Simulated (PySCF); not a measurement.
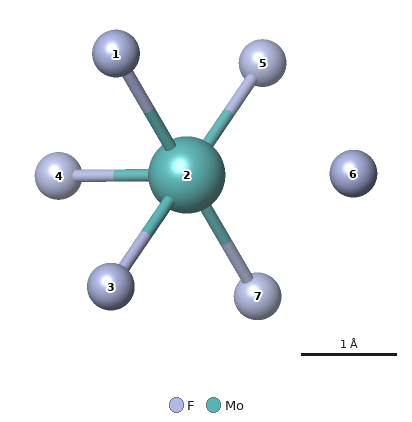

Fig. 1: The structure (ball-and-stick view, seen at a tilt; atoms are numbered from 1 in the order of the input). Sticks mark near contacts.

**Single-point calculation, with input and output: MoF$_{6}$**

MoF$_{6}$ (molybdenum hexafluoride), computed with RPA (PBE)/def2-SVP, RKS, core potentials def2-svp (PySCF 2.14.0).

A bond length was changed on purpose from its optimised value.

Input file (calc.py)
```python
from pyscf import gto, dft
from pyscf.gw.rpa import RPA

mol = gto.M(
    atom='''
F     -2.026871    -0.961986     2.586869
Mo    -0.355503    -0.888116    -0.235758
F      2.206002    -2.307924     1.243897
F     -1.542440    -3.845878    -1.018559
F     -2.919691     0.532542    -1.710671
F      1.186691     2.958083     0.782725
F      1.316395    -0.812376    -3.058726
''',
    unit='bohr',
    max_memory=1860,
    ecp={'Mo': 'def2-svp'},
    verbose=4,
    basis='def2-svp',
)

ks = dft.RKS(mol, xc='pbe')
ks.grids.level = 5
ks.conv_tol = 1e-10
ks.kernel()
if not ks.converged:
    ks = ks.newton().run(ks.mo_coeff, ks.mo_occ)

rpa = RPA(ks, frozen=6)
rpa.kernel()
e_exx = ks.to_hf().energy_tot(ks.make_rdm1())
e_final = e_exx + rpa.e_corr
print('E = %.10f Eh' % e_final)
```

Run on 1 thread of Arm Neoverse N1, 24 GiB of memory available, shared host.

Launch command:
```bash
OMP_NUM_THREADS=1 python calc.py
```

The program's output
```
[file] SyntaxWarning: invalid escape sequence '\W'
  S = {(paw_set(r)[0], bool(re.search(r"spin_orbit\W+true|paw_fr", str((r.get("files") or {}).get("input") or "")) or re.search("(?i)spin.orbit\W+(value\W+)?(true|yes)|value\W+spin-orbit", json.dumps(r.get("inputs"), default=str)))) for r in records}

PySCF version 2.14.0

[INPUT] num. atoms = 7
[INPUT] num. electrons = 68
[INPUT] charge = 0
[INPUT] spin (= nelec alpha-beta = 2S) = 0
[INPUT] symmetry False subgroup None
[INPUT] Mole.unit = bohr
[INPUT] Symbol           X                Y                Z      unit          X                Y                Z       unit  Magmom
[INPUT]  1 F     -1.072573942675  -0.509061068424   1.368912122435 AA   -2.026871000000  -0.961986000000   2.586869000000 Bohr   0.0
[INPUT]  2 Mo    -0.188124086014  -0.469970747853  -0.124757760892 AA   -0.355503000000  -0.888116000000  -0.235758000000 Bohr   0.0
[INPUT]  3 F      1.167365985644  -1.221300785335   0.658241945132 AA    2.206002000000  -2.307924000000   1.243897000000 Bohr   0.0
[INPUT]  4 F     -0.816224097211  -2.035150993579  -0.538998210777 AA   -1.542440000000  -3.845878000000  -1.018559000000 Bohr   0.0
[INPUT]  5 F     -1.545033940128   0.281809090258  -0.905248108582 AA   -2.919691000000   0.532542000000  -1.710671000000 Bohr   0.0
[INPUT]  6 F      0.627969833604   1.565350111610   0.414200232417 AA    1.186691000000   2.958083000000   0.782725000000 Bohr   0.0
[INPUT]  7 F      0.696606234569  -0.429890865898  -1.618608093648 AA    1.316395000000  -0.812376000000  -3.058726000000 Bohr   0.0

nuclear repulsion = 456.746812804441
number of shells = 47
number of NR pGTOs = 201
number of NR cGTOs = 115
basis = def2-svp
ecp = {'Mo': 'def2-svp'}

******** <class 'pyscf.dft.rks.RKS'> ********
method = RKS
initial guess = minao
damping factor = 0
level_shift factor = 0
DIIS = <class 'pyscf.scf.diis.CDIIS'>
diis_start_cycle = 1
diis_space = 8
diis_damp = 0
SCF conv_tol = 1e-10
SCF conv_tol_grad = None
SCF max_cycles = 50
direct_scf = True
direct_scf_tol = 1e-13
XC library pyscf.dft.libxc version 7.0.0
    S. Lehtola, C. Steigemann, M. J.T. Oliveira, and M. A.L. Marques.,  SoftwareX 7, 1–5 (2018)
XC functionals = pbe
    J. P. Perdew, K. Burke, and M. Ernzerhof.,  Phys. Rev. Lett. 77, 3865 (1996)
    J. P. Perdew, K. Burke, and M. Ernzerhof.,  Phys. Rev. Lett. 78, 1396 (1997)
    J. P. Perdew, K. Burke, and M. Ernzerhof.,  Phys. Rev. Lett. 77, 3865 (1996)
    J. P. Perdew, K. Burke, and M. Ernzerhof.,  Phys. Rev. Lett. 78, 1396 (1997)
radial grids:
    Treutler-Ahlrichs [JCP 102, 346 (1995); DOI:10.1063/1.469408] (M4) radial grids

becke partition: Becke, JCP 88, 2547 (1988); DOI:10.1063/1.454033
pruning grids: <function nwchem_prune>
grids dens level: 5
symmetrized grids: False
atomic radii adjust function: <function treutler_atomic_radii_adjust>
small_rho_cutoff = 0
Set gradient conv threshold to 1e-05
Initial guess from minao.
tot grids = 311136
init E= -659.221430869916
  HOMO = -0.620820841031018  LUMO = -0.368069475275737  gap/eV = 6.87771
cycle= 1 E= -665.813677896626  delta_E= -6.59  |g|= 1.77  |ddm|= 3.41
  HOMO = -0.305430886384102  LUMO = -0.269628815075851  gap/eV = 0.97422
cycle= 2 E= -649.835401565656  delta_E=   16  |g|= 5.62  |ddm|= 5.93
  HOMO = -0.241906334304286  LUMO = -0.0968213259858386  gap/eV = 3.94796
cycle= 3 E= -665.636377693586  delta_E= -15.8  |g|= 2.07  |ddm|=  5.5
  HOMO = -0.357618604062622  LUMO = -0.167429058190632  gap/eV = 5.17532
cycle= 4 E= -666.367257380911  delta_E= -0.731  |g|= 0.455  |ddm|= 1.16
  HOMO = -0.312504024490278  LUMO = -0.257650174855656  gap/eV = 1.49265
cycle= 5 E= -666.378319322604  delta_E= -0.0111  |g|= 0.471  |ddm|= 1.03
  HOMO = -0.299608225873359  LUMO = -0.221736495234922  gap/eV = 2.11900
cycle= 6 E= -666.429288981917  delta_E= -0.051  |g|= 0.133  |ddm|= 0.397
  HOMO = -0.300257012981247  LUMO = -0.220982049943654  gap/eV = 2.15718
cycle= 7 E= -666.431543344375  delta_E= -0.00225  |g|= 0.0815  |ddm|= 0.13
  HOMO = -0.308179275151684  LUMO = -0.220346508360525  gap/eV = 2.39005
cycle= 8 E= -666.432309846512  delta_E= -0.000767  |g|= 0.0503  |ddm|= 0.105
  HOMO = -0.302762985389104  LUMO = -0.219629754028026  gap/eV = 2.26217
cycle= 9 E= -666.432911513633  delta_E= -0.000602  |g|= 0.00627  |ddm|= 0.0573
  HOMO = -0.302619035088395  LUMO = -0.219514094588232  gap/eV = 2.26140
cycle= 10 E= -666.43291236586  delta_E= -8.52e-07  |g|= 0.0057  |ddm|= 0.00306
  HOMO = -0.303085153026225  LUMO = -0.219470466407999  gap/eV = 2.27527
cycle= 11 E= -666.432920063417  delta_E= -7.7e-06  |g|= 0.00168  |ddm|= 0.00625
  HOMO = -0.30309640596188  LUMO = -0.219476087274872  gap/eV = 2.27542
cycle= 12 E= -666.432920588263  delta_E= -5.25e-07  |g|= 7.09e-05  |ddm|= 0.00113
  HOMO = -0.303100747729792  LUMO = -0.21947689040692  gap/eV = 2.27552
cycle= 13 E= -666.432920589091  delta_E= -8.29e-10  |g|= 3.12e-05  |ddm|= 8.28e-05
  HOMO = -0.303100575955083  LUMO = -0.219477972293819  gap/eV = 2.27549
cycle= 14 E= -666.432920589156  delta_E= -6.41e-11  |g|= 2.69e-05  |ddm|= 3.75e-05
  HOMO = -0.303100669508012  LUMO = -0.219478060794897  gap/eV = 2.27549
cycle= 15 E= -666.432920589281  delta_E= -1.26e-10  |g|= 4.89e-06  |ddm|= 2e-05
  HOMO = -0.303100255875648  LUMO = -0.219478146888316  gap/eV = 2.27547
cycle= 16 E= -666.432920589285  delta_E= -3.64e-12  |g|= 2.67e-06  |ddm|= 5.72e-06
  HOMO = -0.303100755794329  LUMO = -0.219477741380378  gap/eV = 2.27550
```

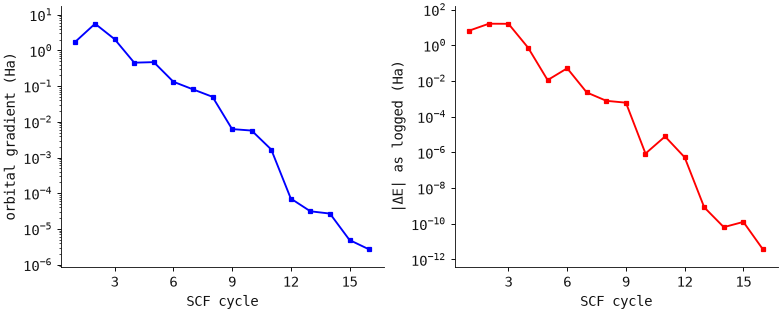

Fig. 2: Convergence of the self-consistent field: orbital gradient and size of the energy change against the SCF cycle. The residual comes down, with one marked jump up, by a factor of about 3, at step 2.

```
Extra cycle  E= -666.432920589265  delta_E= 2.05e-11  |g|= 1.14e-05  |ddm|= 1.08e-05
converged SCF energy = -666.432920589265
ETB for Mo: l = 0, exps = 0.06960449387 * 2^n , n = 0..7
ETB for Mo: l = 1, exps = 0.07292313303518987 * 2^n , n = 0..7
ETB for Mo: l = 2, exps = 0.0764 * 2^n , n = 0..7
ETB for Mo: l = 3, exps = 0.13401747672568678 * 2^n , n = 0..5
ETB for Mo: l = 4, exps = 0.2350874878 * 2^n , n = 0..5
ETB for Mo: l = 5, exps = 0.555136188477224 * 2^n , n = 0..2
ETB for Mo: l = 6, exps = 1.3109 * 2^n , n = 0..0
ETB for F: l = 0, exps = 0.66494693496 * 2^n , n = 0..13
ETB for F: l = 1, exps = 0.6805883229328094 * 2^n , n = 0..9
ETB for F: l = 2, exps = 0.69659763954 * 2^n , n = 0..7
ETB for F: l = 3, exps = 1.3965934951559813 * 2^n , n = 0..3
ETB for F: l = 4, exps = 2.8 * 2^n , n = 0..0

WARN: Even tempered Gaussians are generated as DF auxbasis for  Mo

******** <class 'pyscf.gw.rpa.RPA'> ********
method = RPA
nocc = 28  nmo = 109
frozen orbitals = 6
mem_avail = 1477.14  mem_blk = 0.11  auxlen = 502

******** <class 'pyscf.df.df.DF'> ********
auxbasis = auxmol.basis = {'Mo': [[0, [np.float64(8.90937521536), 1]], [0, [np.float64(4.45468760768), 1]], [0, [np.float64(2.22734380384), 1]], [0, [np.float64(1.11367190192), 1]], [0, [np.float64(0.55683595096), 1]], [0, [np.float64(0.27841797548), 1]], [0, [np.float64(0.13920898774), 1]], [0, [np.float64(0.06960449387), 1]], [1, [np.float64(9.334161028504303), 1]], [1, [np.float64(4.667080514252151), 1]], [1, [np.float64(2.3335402571260757), 1]], [1, [np.float64(1.1667701285630379), 1]], [1, [np.float64(0.5833850642815189), 1]], [1, [np.float64(0.29169253214075946), 1]], [1, [np.float64(0.14584626607037973), 1]], [1, [np.float64(0.07292313303518987), 1]], [2, [np.float64(9.7792), 1]], [2, [np.float64(4.8896), 1]], [2, [np.float64(2.4448), 1]], [2, [np.float64(1.2224), 1]], [2, [np.float64(0.6112), 1]], [2, [np.float64(0.3056), 1]], [2, [np.float64(0.1528), 1]], [2, [np.float64(0.0764), 1]], [3, [np.float64(4.288559255221977), 1]], [3, [np.float64(2.1442796276109886), 1]], [3, [np.float64(1.0721398138054943), 1]], [3, [np.float64(0.5360699069027471), 1]], [3, [np.float64(0.26803495345137357), 1]], [3, [np.float64(0.13401747672568678), 1]], [4, [np.float64(7.5227996096), 1]], [4, [np.float64(3.7613998048), 1]], [4, [np.float64(1.8806999024), 1]], [4, [np.float64(0.9403499512), 1]], [4, [np.float64(0.4701749756), 1]], [4, [np.float64(0.2350874878), 1]], [5, [np.float64(2.220544753908896), 1]], [5, [np.float64(1.110272376954448), 1]], [5, [np.float64(0.555136188477224), 1]], [6, [np.float64(1.3109), 1]]], 'F': 'def2-svp-ri'}
Lowest orbital energy difference:  8.3623e-02
E(RPA) = -665.74846803585  E_corr = -2.22733429770148  E_hf = -663.521133738149
E = -665.7394622750 Eh
```

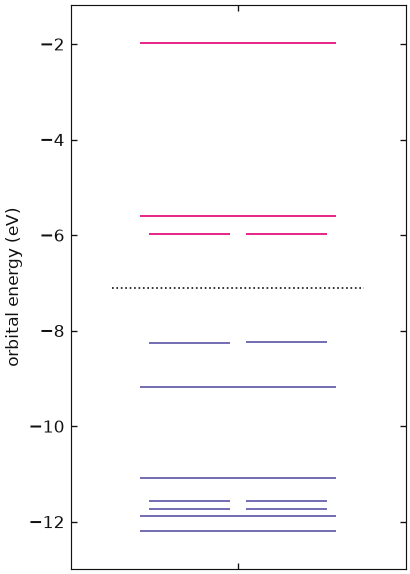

Fig. 3: Orbital energies near the frontier (SCF reference); the dotted line parts filled from empty levels, and levels within 0.02 eV of each other stand side by side. Highest filled −8.25 eV, lowest empty −5.97 eV, 2.28 eV apart.

Key numbers

- outcome: converged
- total energy: −665.739462 hartree
- SCF energy: −666.432921 hartree
- correlation energy: −2.227334 hartree
- basis functions: 115
- HOMO of the SCF reference: −8.25 eV
- LUMO of the SCF reference: −5.97 eV
- wall time: 77 s
- peak memory: 0.64 GiB

Remarks

The run takes a singlet; with an open-shell metal another spin state may lie lower.
